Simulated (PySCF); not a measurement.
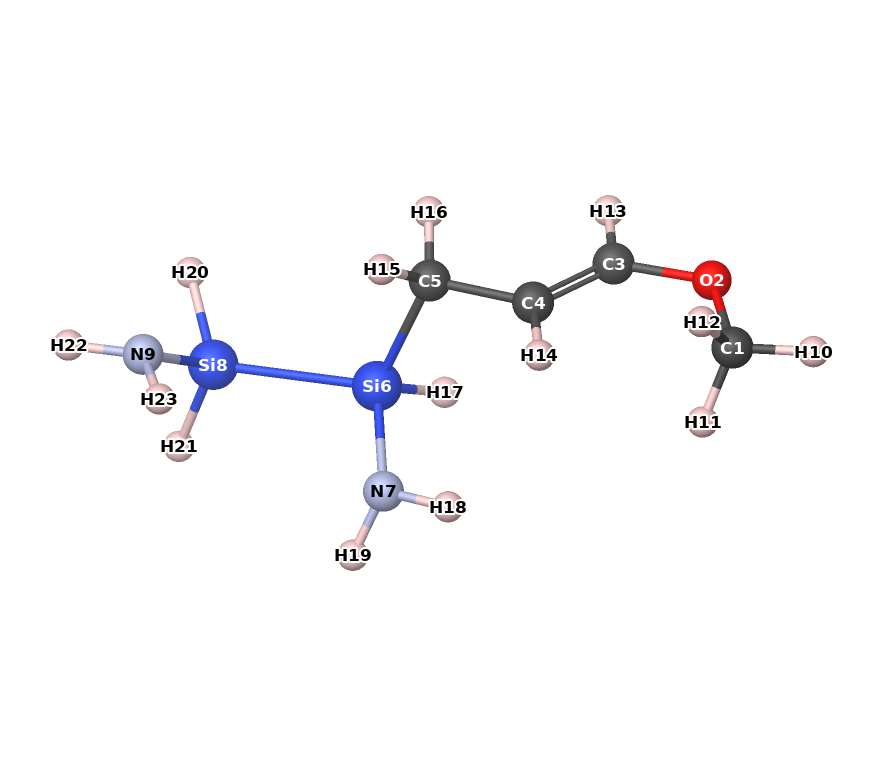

The computed structure is the end point of a GFN2-xTB optimisation. No frequency run is at hand to confirm it as a minimum. Electric field gradients from the ground-state density, PBE0/pcSseg-1 (PySCF 2.14.0), non-relativistic apart from any core potentials.

Give the largest field-gradient component, the quadrupole coupling constant and the asymmetry for 17O at O2 (Q = −25.6 mb), 14N at N7 (Q = 20.44 mb), 14N at N9 (Q = 20.44 mb), 2H at H10 (Q = 2.86 mb), 2H at H11 (Q = 2.86 mb).

```
atom  V_zz (a.u.)  e²qQ/h (MHz)     η
  O2        1.895        −11.40  0.70
  N7       −0.948         −4.55  0.31
  N9       −0.966         −4.64  0.28
 H10        0.305         0.205  0.07
 H11        0.291         0.196  0.07
```

The geometry is semi-empirical. Around Si such bond lengths and angles can be off by a tenth of an ångström or more and by several degrees, and values that hang on the shape move with them.
